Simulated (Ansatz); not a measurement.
# Molecular dynamics of CH₆AlNO (part 1 of 4)

System: CH₆AlNO.
Method: UKS BLYP-D4/def2-SVP (Ansatz 0.2.0).

It belongs to a series of runs on one base structure; here: dynamics from the highest image of the converged band.

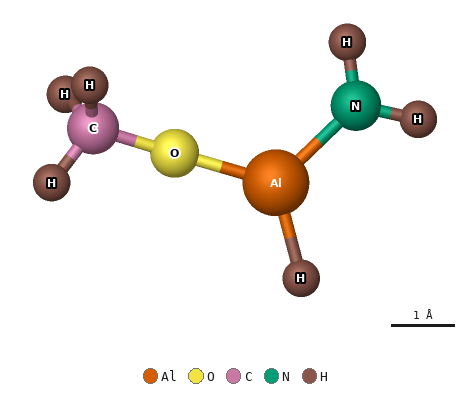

*The structure as given in the input (ball-and-stick view, seen on its broad side). Sticks mark near contacts.*

Bond lengths as drawn: Al–H 1.58 Å, Al–N 1.78 Å, Al–O 1.69 Å, C–H 1.12 Å, C–O 1.39 Å and H–N 1.02 Å.

The input:
```yaml
crystal:
  periodic: [false, false, false]
  atoms:
    - { symbol: Al, position_ang: [-0.569385, -0.841198, 0.627627] }
    - { symbol: O, position_ang: [0.666138, -0.124646, -0.274961] }
    - { symbol: C, position_ang: [1.558807, 0.432535, -1.184628] }
    - { symbol: "N", position_ang: [-1.898299, 0.161554, 1.267307] }
    - { symbol: H, position_ang: [-2.005927, 1.171918, 1.147561] }
    - { symbol: H, position_ang: [-0.560784, -2.393572, 0.933554] }
    - { symbol: H, position_ang: [1.032527, 0.946436, -2.023822] }
    - { symbol: H, position_ang: [2.213751, 1.191701, -0.696203] }
    - { symbol: H, position_ang: [2.227827, -0.338899, -1.634168] }
    - { symbol: H, position_ang: [-2.664857, -0.205929, 1.837634] }
magnetization:
  spin_polarized: true
basis:
  gaussian: { orbitals: def2-SVP }
hamiltonian:
  xc: blyp
  dispersion: d4
md:
  timestep: 0.5
  n_steps: 200
  ensemble: nve
  temperature: 100.0
  initial_velocities: maxwell_boltzmann
  seed: 6948
```

Machine: 2 threads of Arm Neoverse V1, 24 GiB of memory available, shared host.

Command:
```bash
ansatz run input.yaml --threads 2 --pin off --max-ram 3072MiB --backend cpu --events-out ev --progress --plain --runs-dir out
```

Output:
```
Engine: ansatz 0.2.0, aarch64-unknown-linux-gnu
Functional definition: BLYP
  parameter beta = 0.0042
  parameter a = 0.04918
  parameter b = 0.132
  parameter c = 0.2533
  parameter d = 0.349
  exchange = b88_x(beta = beta)
  correlation = lyp_c(a = a, b = b, c = c, d = d)
1014 factors; their error is unknown
mean field evaluation 1: about -11246.7373 eV, gradient 6.3e1 eV
mean field evaluation 2: about -11180.1669 eV, gradient 1.3e2 eV
mean field evaluation 4: about -11262.9988 eV, gradient 9.4e0 eV
mean field evaluation 8: about -11263.3946 eV, gradient 3.0e-1 eV
mean field evaluation 16: about -11263.3482 eV, gradient 5.6e-5 eV
mean field -11263.34824740 eV, -413.9204135203 hartree, gradient 5.6e-5 eV, S^2 0.000000; 0 other end points of the search recorded, 0 dependent functions left out
the calculation of the forces begins
reference -11263.34858686 eV, -413.9204259954 hartree; 20, 20 occupied and 70, 70 virtual orbitals, 1014 factors
md step     0: t =     0.00 fs  T =   100.0 K  F+E_penalty+E_count = -11263.66302035 eV  E_kin = 0.103408 eV  conserved = -11263.55961235 eV  (28 SCF iters)
these checks for a lower state are left out or cut short: starts, cluster_reference, orbital_swaps, neighbouring_geometries, increment
1014 factors; their error is unknown
mean field -11263.34521663 eV, -413.9203021414 hartree, gradient 1.4e-5 eV, S^2 0.000000; 0 other end points of the search recorded, 0 dependent functions left out
the calculation of the forces begins
reference -11263.34555623 eV, -413.9203146215 hartree; 20, 20 occupied and 70, 70 virtual orbitals, 1014 factors
md step     1: t =     0.50 fs  T =    97.1 K  F+E_penalty+E_count = -11263.65992533 eV  E_kin = 0.100362 eV  conserved = -11263.55956304 eV  (31 SCF iters)
[... from here on the SCF iterations and repeated set-up lines of each step are left out, up to the last step ...]
md step     2: t =     1.00 fs  T =    89.1 K  F+E_penalty+E_count = -11263.65156931 eV  E_kin = 0.092131 eV  conserved = -11263.55943812 eV  (32 SCF iters)
md step     3: t =     1.50 fs  T =    78.0 K  F+E_penalty+E_count = -11263.63989045 eV  E_kin = 0.080614 eV  conserved = -11263.55927638 eV  (32 SCF iters)
md step     4: t =     2.00 fs  T =    66.0 K  F+E_penalty+E_count = -11263.62739768 eV  E_kin = 0.068266 eV  conserved = -11263.55913124 eV  (32 SCF iters)
md step     5: t =     2.50 fs  T =    55.4 K  F+E_penalty+E_count = -11263.61634673 eV  E_kin = 0.057299 eV  conserved = -11263.55904728 eV  (25 SCF iters)
md step     6: t =     3.00 fs  T =    47.4 K  F+E_penalty+E_count = -11263.60805456 eV  E_kin = 0.049015 eV  conserved = -11263.55903958 eV  (25 SCF iters)
md step     7: t =     3.50 fs  T =    42.1 K  F+E_penalty+E_count = -11263.60266289 eV  E_kin = 0.043574 eV  conserved = -11263.55908910 eV  (25 SCF iters)
md step     8: t =     4.00 fs  T =    38.9 K  F+E_penalty+E_count = -11263.59942221 eV  E_kin = 0.040266 eV  conserved = -11263.55915620 eV  (25 SCF iters)
md step     9: t =     4.50 fs  T =    36.8 K  F+E_penalty+E_count = -11263.59729318 eV  E_kin = 0.038090 eV  conserved = -11263.55920292 eV  (25 SCF iters)
md step    10: t =     5.00 fs  T =    35.1 K  F+E_penalty+E_count = -11263.59553482 eV  E_kin = 0.036326 eV  conserved = -11263.55920912 eV  (25 SCF iters)
md step    11: t =     5.50 fs  T =    33.7 K  F+E_penalty+E_count = -11263.59402617 eV  E_kin = 0.034849 eV  conserved = -11263.55917694 eV  (25 SCF iters)
md step    12: t =     6.00 fs  T =    33.0 K  F+E_penalty+E_count = -11263.59324463 eV  E_kin = 0.034119 eV  conserved = -11263.55912516 eV  (26 SCF iters)
md step    13: t =     6.50 fs  T =    33.8 K  F+E_penalty+E_count = -11263.59397997 eV  E_kin = 0.034900 eV  conserved = -11263.55907957 eV  (25 SCF iters)
md step    14: t =     7.00 fs  T =    36.6 K  F+E_penalty+E_count = -11263.59693400 eV  E_kin = 0.037871 eV  conserved = -11263.55906322 eV  (25 SCF iters)
md step    15: t =     7.50 fs  T =    41.8 K  F+E_penalty+E_count = -11263.60235723 eV  E_kin = 0.043268 eV  conserved = -11263.55908966 eV  (26 SCF iters)
md step    16: t =     8.00 fs  T =    49.0 K  F+E_penalty+E_count = -11263.60983549 eV  E_kin = 0.050677 eV  conserved = -11263.55915892 eV  (25 SCF iters)
md step    17: t =     8.50 fs  T =    57.1 K  F+E_penalty+E_count = -11263.61829142 eV  E_kin = 0.059035 eV  conserved = -11263.55925679 eV  (32 SCF iters)
md step    18: t =     9.00 fs  T =    64.7 K  F+E_penalty+E_count = -11263.62621122 eV  E_kin = 0.066853 eV  conserved = -11263.55935783 eV  (32 SCF iters)
md step    19: t =     9.50 fs  T =    70.2 K  F+E_penalty+E_count = -11263.63204508 eV  E_kin = 0.072612 eV  conserved = -11263.55943283 eV  (32 SCF iters)
md step    20: t =    10.00 fs  T =    72.7 K  F+E_penalty+E_count = -11263.63466155 eV  E_kin = 0.075203 eV  conserved = -11263.55945890 eV  (29 SCF iters)
md step    21: t =    10.50 fs  T =    71.8 K  F+E_penalty+E_count = -11263.63369246 eV  E_kin = 0.074262 eV  conserved = -11263.55943088 eV  (32 SCF iters)
md step    22: t =    11.00 fs  T =    67.9 K  F+E_penalty+E_count = -11263.62961077 eV  E_kin = 0.070248 eV  conserved = -11263.55936310 eV  (32 SCF iters)
md step    23: t =    11.50 fs  T =    62.1 K  F+E_penalty+E_count = -11263.62350007 eV  E_kin = 0.064216 eV  conserved = -11263.55928374 eV  (31 SCF iters)
md step    24: t =    12.00 fs  T =    55.5 K  F+E_penalty+E_count = -11263.61662340 eV  E_kin = 0.057405 eV  conserved = -11263.55921890 eV  (32 SCF iters)
md step    25: t =    12.50 fs  T =    49.2 K  F+E_penalty+E_count = -11263.61002178 eV  E_kin = 0.050842 eV  conserved = -11263.55917996 eV  (32 SCF iters)
md step    26: t =    13.00 fs  T =    43.7 K  F+E_penalty+E_count = -11263.60433303 eV  E_kin = 0.045171 eV  conserved = -11263.55916215 eV  (25 SCF iters)
md step    27: t =    13.50 fs  T =    39.4 K  F+E_penalty+E_count = -11263.59985513 eV  E_kin = 0.040702 eV  conserved = -11263.55915319 eV  (25 SCF iters)
md step    28: t =    14.00 fs  T =    36.3 K  F+E_penalty+E_count = -11263.59672313 eV  E_kin = 0.037576 eV  conserved = -11263.55914724 eV  (25 SCF iters)
md step    29: t =    14.50 fs  T =    34.7 K  F+E_penalty+E_count = -11263.59502404 eV  E_kin = 0.035881 eV  conserved = -11263.55914318 eV  (25 SCF iters)
md step    30: t =    15.00 fs  T =    34.5 K  F+E_penalty+E_count = -11263.59480188 eV  E_kin = 0.035655 eV  conserved = -11263.55914707 eV  (25 SCF iters)
md step    31: t =    15.50 fs  T =    35.6 K  F+E_penalty+E_count = -11263.59597575 eV  E_kin = 0.036812 eV  conserved = -11263.55916354 eV  (25 SCF iters)
md step    32: t =    16.00 fs  T =    37.8 K  F+E_penalty+E_count = -11263.59826734 eV  E_kin = 0.039074 eV  conserved = -11263.55919304 eV  (25 SCF iters)
md step    33: t =    16.50 fs  T =    40.6 K  F+E_penalty+E_count = -11263.60118836 eV  E_kin = 0.041957 eV  conserved = -11263.55923182 eV  (25 SCF iters)
md step    34: t =    17.00 fs  T =    43.3 K  F+E_penalty+E_count = -11263.60409467 eV  E_kin = 0.044821 eV  conserved = -11263.55927331 eV  (25 SCF iters)
md step    35: t =    17.50 fs  T =    45.4 K  F+E_penalty+E_count = -11263.60628920 eV  E_kin = 0.046979 eV  conserved = -11263.55930983 eV  (26 SCF iters)
md step    36: t =    18.00 fs  T =    46.2 K  F+E_penalty+E_count = -11263.60715564 eV  E_kin = 0.047824 eV  conserved = -11263.55933181 eV  (25 SCF iters)
md step    37: t =    18.50 fs  T =    45.4 K  F+E_penalty+E_count = -11263.60631821 eV  E_kin = 0.046989 eV  conserved = -11263.55932911 eV  (31 SCF iters)
md step    38: t =    19.00 fs  T =    43.0 K  F+E_penalty+E_count = -11263.60380627 eV  E_kin = 0.044512 eV  conserved = -11263.55929409 eV  (33 SCF iters)
md step    39: t =    19.50 fs  T =    39.6 K  F+E_penalty+E_count = -11263.60016941 eV  E_kin = 0.040942 eV  conserved = -11263.55922765 eV  (26 SCF iters)
md step    40: t =    20.00 fs  T =    36.1 K  F+E_penalty+E_count = -11263.59645278 eV  E_kin = 0.037308 eV  conserved = -11263.55914434 eV  (25 SCF iters)
md step    41: t =    20.50 fs  T =    33.7 K  F+E_penalty+E_count = -11263.59395693 eV  E_kin = 0.034885 eV  conserved = -11263.55907221 eV  (25 SCF iters)
md step    42: t =    21.00 fs  T =    33.6 K  F+E_penalty+E_count = -11263.59379751 eV  E_kin = 0.034755 eV  conserved = -11263.55904252 eV  (30 SCF iters)
md step    43: t =    21.50 fs  T =    36.1 K  F+E_penalty+E_count = -11263.59642524 eV  E_kin = 0.037352 eV  conserved = -11263.55907337 eV  (25 SCF iters)
md step    44: t =    22.00 fs  T =    40.8 K  F+E_penalty+E_count = -11263.60135532 eV  E_kin = 0.042199 eV  conserved = -11263.55915672 eV  (25 SCF iters)
md step    45: t =    22.50 fs  T =    46.4 K  F+E_penalty+E_count = -11263.60729242 eV  E_kin = 0.048032 eV  conserved = -11263.55926046 eV  (25 SCF iters)
md step    46: t =    23.00 fs  T =    51.5 K  F+E_penalty+E_count = -11263.61262497 eV  E_kin = 0.053281 eV  conserved = -11263.55934360 eV  (32 SCF iters)
md step    47: t =    23.50 fs  T =    54.8 K  F+E_penalty+E_count = -11263.61605511 eV  E_kin = 0.056679 eV  conserved = -11263.55937601 eV  (32 SCF iters)
md step    48: t =    24.00 fs  T =    55.8 K  F+E_penalty+E_count = -11263.61706637 eV  E_kin = 0.057715 eV  conserved = -11263.55935109 eV  (32 SCF iters)
md step    49: t =    24.50 fs  T =    54.9 K  F+E_penalty+E_count = -11263.61603580 eV  E_kin = 0.056750 eV  conserved = -11263.55928531 eV  (32 SCF iters)
md step    50: t =    25.00 fs  T =    53.0 K  F+E_penalty+E_count = -11263.61398369 eV  E_kin = 0.054774 eV  conserved = -11263.55920954 eV  (25 SCF iters)
md step    51: t =    25.50 fs  T =    51.2 K  F+E_penalty+E_count = -11263.61209692 eV  E_kin = 0.052941 eV  conserved = -11263.55915589 eV  (25 SCF iters)
md step    52: t =    26.00 fs  T =    50.4 K  F+E_penalty+E_count = -11263.61122722 eV  E_kin = 0.052081 eV  conserved = -11263.55914619 eV  (25 SCF iters)
md step    53: t =    26.50 fs  T =    50.6 K  F+E_penalty+E_count = -11263.61154721 eV  E_kin = 0.052362 eV  conserved = -11263.55918498 eV  (26 SCF iters)
md step    54: t =    27.00 fs  T =    51.5 K  F+E_penalty+E_count = -11263.61247722 eV  E_kin = 0.053219 eV  conserved = -11263.55925808 eV  (25 SCF iters)
md step    55: t =    27.50 fs  T =    51.8 K  F+E_penalty+E_count = -11263.61290612 eV  E_kin = 0.053569 eV  conserved = -11263.55933703 eV  (32 SCF iters)
md step    56: t =    28.00 fs  T =    50.5 K  F+E_penalty+E_count = -11263.61163813 eV  E_kin = 0.052250 eV  conserved = -11263.55938774 eV  (32 SCF iters)
md step    57: t =    28.50 fs  T =    46.9 K  F+E_penalty+E_count = -11263.60792575 eV  E_kin = 0.048544 eV  conserved = -11263.55938174 eV  (32 SCF iters)
md step    58: t =    29.00 fs  T =    41.2 K  F+E_penalty+E_count = -11263.60190571 eV  E_kin = 0.042597 eV  conserved = -11263.55930886 eV  (32 SCF iters)
md step    59: t =    29.50 fs  T =    34.4 K  F+E_penalty+E_count = -11263.59475030 eV  E_kin = 0.035566 eV  conserved = -11263.55918453 eV  (32 SCF iters)
md step    60: t =    30.00 fs  T =    28.4 K  F+E_penalty+E_count = -11263.58841882 eV  E_kin = 0.029370 eV  conserved = -11263.55904842 eV  (25 SCF iters)
md step    61: t =    30.50 fs  T =    25.2 K  F+E_penalty+E_count = -11263.58504059 eV  E_kin = 0.026091 eV  conserved = -11263.55894982 eV  (25 SCF iters)
md step    62: t =    31.00 fs  T =    26.3 K  F+E_penalty+E_count = -11263.58615093 eV  E_kin = 0.027224 eV  conserved = -11263.55892684 eV  (25 SCF iters)
md step    63: t =    31.50 fs  T =    32.0 K  F+E_penalty+E_count = -11263.59210767 eV  E_kin = 0.033119 eV  conserved = -11263.55898830 eV  (25 SCF iters)
md step    64: t =    32.00 fs  T =    41.4 K  F+E_penalty+E_count = -11263.60195266 eV  E_kin = 0.042841 eV  conserved = -11263.55911164 eV  (29 SCF iters)
md step    65: t =    32.50 fs  T =    52.7 K  F+E_penalty+E_count = -11263.61375436 eV  E_kin = 0.054498 eV  conserved = -11263.55925603 eV  (24 SCF iters)
md step    66: t =    33.00 fs  T =    63.7 K  F+E_penalty+E_count = -11263.62523670 eV  E_kin = 0.065856 eV  conserved = -11263.55938103 eV  (31 SCF iters)
md step    67: t =    33.50 fs  T =    72.5 K  F+E_penalty+E_count = -11263.63441152 eV  E_kin = 0.074952 eV  conserved = -11263.55946001 eV  (31 SCF iters)
md step    68: t =    34.00 fs  T =    77.9 K  F+E_penalty+E_count = -11263.64000519 eV  E_kin = 0.080521 eV  conserved = -11263.55948394 eV  (31 SCF iters)
md step    69: t =    34.50 fs  T =    79.4 K  F+E_penalty+E_count = -11263.64160965 eV  E_kin = 0.082151 eV  conserved = -11263.55945864 eV  (32 SCF iters)
md step    70: t =    35.00 fs  T =    77.6 K  F+E_penalty+E_count = -11263.63959506 eV  E_kin = 0.080195 eV  conserved = -11263.55939986 eV  (32 SCF iters)
md step    71: t =    35.50 fs  T =    73.0 K  F+E_penalty+E_count = -11263.63486312 eV  E_kin = 0.075536 eV  conserved = -11263.55932752 eV  (32 SCF iters)
md step    72: t =    36.00 fs  T =    67.0 K  F+E_penalty+E_count = -11263.62852845 eV  E_kin = 0.069267 eV  conserved = -11263.55926172 eV  (31 SCF iters)
md step    73: t =    36.50 fs  T =    60.3 K  F+E_penalty+E_count = -11263.62160564 eV  E_kin = 0.062389 eV  conserved = -11263.55921675 eV  (32 SCF iters)
md step    74: t =    37.00 fs  T =    53.8 K  F+E_penalty+E_count = -11263.61478662 eV  E_kin = 0.055589 eV  conserved = -11263.55919723 eV  (32 SCF iters)
md step    75: t =    37.50 fs  T =    47.6 K  F+E_penalty+E_count = -11263.60837596 eV  E_kin = 0.049181 eV  conserved = -11263.55919540 eV  (32 SCF iters)
md step    76: t =    38.00 fs  T =    41.8 K  F+E_penalty+E_count = -11263.60241469 eV  E_kin = 0.043220 eV  conserved = -11263.55919437 eV  (32 SCF iters)
md step    77: t =    38.50 fs  T =    36.5 K  F+E_penalty+E_count = -11263.59694150 eV  E_kin = 0.037765 eV  conserved = -11263.55917651 eV  (32 SCF iters)
md step    78: t =    39.00 fs  T =    32.0 K  F+E_penalty+E_count = -11263.59225634 eV  E_kin = 0.033121 eV  conserved = -11263.55913497 eV  (26 SCF iters)
md step    79: t =    39.50 fs  T =    28.9 K  F+E_penalty+E_count = -11263.58901552 eV  E_kin = 0.029935 eV  conserved = -11263.55908037 eV  (25 SCF iters)
md step    80: t =    40.00 fs  T =    28.1 K  F+E_penalty+E_count = -11263.58806031 eV  E_kin = 0.029023 eV  conserved = -11263.55903748 eV  (25 SCF iters)
md step    81: t =    40.50 fs  T =    30.0 K  F+E_penalty+E_count = -11263.59003950 eV  E_kin = 0.031009 eV  conserved = -11263.55903071 eV  (25 SCF iters)
md step    82: t =    41.00 fs  T =    34.8 K  F+E_penalty+E_count = -11263.59504008 eV  E_kin = 0.035971 eV  conserved = -11263.55906934 eV  (25 SCF iters)
md step    83: t =    41.50 fs  T =    41.9 K  F+E_penalty+E_count = -11263.60245101 eV  E_kin = 0.043309 eV  conserved = -11263.55914152 eV  (25 SCF iters)
md step    84: t =    42.00 fs  T =    50.2 K  F+E_penalty+E_count = -11263.61114243 eV  E_kin = 0.051920 eV  conserved = -11263.55922255 eV  (29 SCF iters)
md step    85: t =    42.50 fs  T =    58.6 K  F+E_penalty+E_count = -11263.61984368 eV  E_kin = 0.060555 eV  conserved = -11263.55928897 eV  (32 SCF iters)
md step    86: t =    43.00 fs  T =    65.9 K  F+E_penalty+E_count = -11263.62750918 eV  E_kin = 0.068180 eV  conserved = -11263.55932874 eV  (32 SCF iters)
md step    87: t =    43.50 fs  T =    71.7 K  F+E_penalty+E_count = -11263.63351140 eV  E_kin = 0.074168 eV  conserved = -11263.55934358 eV  (32 SCF iters)
md step    88: t =    44.00 fs  T =    75.7 K  F+E_penalty+E_count = -11263.63762469 eV  E_kin = 0.078281 eV  conserved = -11263.55934335 eV  (32 SCF iters)
md step    89: t =    44.50 fs  T =    77.9 K  F+E_penalty+E_count = -11263.63987232 eV  E_kin = 0.080533 eV  conserved = -11263.55933973 eV  (32 SCF iters)
md step    90: t =    45.00 fs  T =    78.3 K  F+E_penalty+E_count = -11263.64034222 eV  E_kin = 0.081002 eV  conserved = -11263.55934028 eV  (31 SCF iters)
md step    91: t =    45.50 fs  T =    77.1 K  F+E_penalty+E_count = -11263.63906251 eV  E_kin = 0.079716 eV  conserved = -11263.55934628 eV  (33 SCF iters)
md step    92: t =    46.00 fs  T =    74.1 K  F+E_penalty+E_count = -11263.63597956 eV  E_kin = 0.076628 eV  conserved = -11263.55935163 eV  (32 SCF iters)
md step    93: t =    46.50 fs  T =    69.3 K  F+E_penalty+E_count = -11263.63104497 eV  E_kin = 0.071699 eV  conserved = -11263.55934628 eV  (31 SCF iters)
md step    94: t =    47.00 fs  T =    62.9 K  F+E_penalty+E_count = -11263.62437398 eV  E_kin = 0.065054 eV  conserved = -11263.55931962 eV  (32 SCF iters)
md step    95: t =    47.50 fs  T =    55.3 K  F+E_penalty+E_count = -11263.61641624 eV  E_kin = 0.057151 eV  conserved = -11263.55926479 eV  (31 SCF iters)
md step    96: t =    48.00 fs  T =    47.3 K  F+E_penalty+E_count = -11263.60805985 eV  E_kin = 0.048875 eV  conserved = -11263.55918464 eV  (31 SCF iters)
md step    97: t =    48.50 fs  T =    40.1 K  F+E_penalty+E_count = -11263.60058080 eV  E_kin = 0.041486 eV  conserved = -11263.55909528 eV  (32 SCF iters)
md step    98: t =    49.00 fs  T =    35.2 K  F+E_penalty+E_count = -11263.59538523 eV  E_kin = 0.036361 eV  conserved = -11263.55902424 eV  (25 SCF iters)
md step    99: t =    49.50 fs  T =    33.4 K  F+E_penalty+E_count = -11263.59357849 eV  E_kin = 0.034578 eV  conserved = -11263.55900064 eV  (25 SCF iters)
md step   100: t =    50.00 fs  T =    35.3 K  F+E_penalty+E_count = -11263.59551547 eV  E_kin = 0.036475 eV  conserved = -11263.55904041 eV  (25 SCF iters)
md step   101: t =    50.50 fs  T =    40.1 K  F+E_penalty+E_count = -11263.60055863 eV  E_kin = 0.041423 eV  conserved = -11263.55913515 eV  (25 SCF iters)
md step   102: t =    51.00 fs  T =    46.4 K  F+E_penalty+E_count = -11263.60720847 eV  E_kin = 0.047955 eV  conserved = -11263.55925356 eV  (25 SCF iters)
md step   103: t =    51.50 fs  T =    52.4 K  F+E_penalty+E_count = -11263.61358515 eV  E_kin = 0.054230 eV  conserved = -11263.55935517 eV  (32 SCF iters)
md step   104: t =    52.00 fs  T =    56.7 K  F+E_penalty+E_count = -11263.61805332 eV  E_kin = 0.058644 eV  conserved = -11263.55940884 eV  (30 SCF iters)
md step   105: t =    52.50 fs  T =    58.3 K  F+E_penalty+E_count = -11263.61971990 eV  E_kin = 0.060318 eV  conserved = -11263.55940219 eV  (32 SCF iters)
md step   106: t =    53.00 fs  T =    57.3 K  F+E_penalty+E_count = -11263.61863491 eV  E_kin = 0.059291 eV  conserved = -11263.55934406 eV  (32 SCF iters)
```
